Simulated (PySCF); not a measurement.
```xyz
2

Si    0.0000    0.0000   -1.9311
Sb    0.0000    0.0000    0.4469
```

Core potentials replace the inner electrons of Sb.

These are results of PySCF 2.14.0, PBE0/cc-pVTZ(-PP), non-relativistic Hamiltonian with scalar-relativistic core potentials where named, at a bond length of 2.378 Å, not measurements.

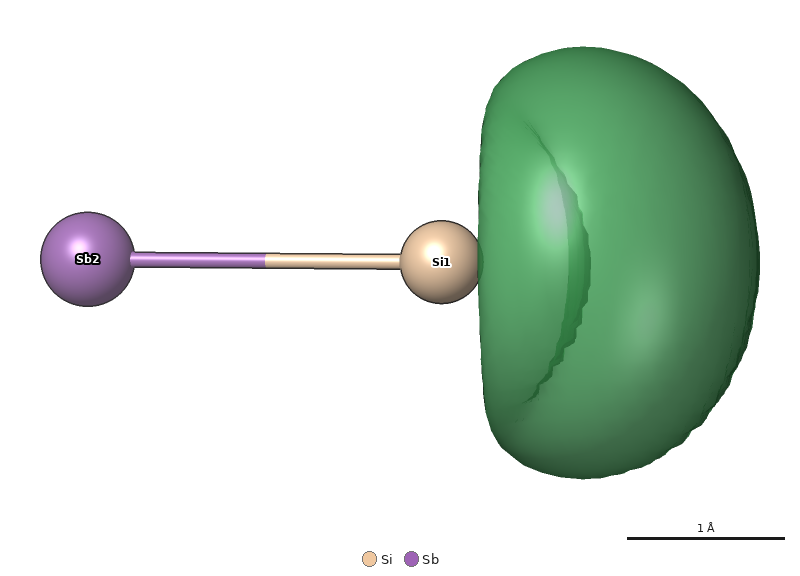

SiSb (doublet). Isosurface of the electron localisation function at 0.9 (green), seen from one side. Only the valence region is drawn (cores and ρ < 0.01 e/Å³ removed).

> Where are the electrons localised?

The ELF exceeds this value in one lobe on Si, pointing away from the bonds (non-bonding electrons). Profiles from the grid: Si–Sb (2.38 Å): the ELF peaks at about 0.80 in the valence shell of Si, 1.0 Å from its nucleus, and drops to about 0.20 between the two atoms.
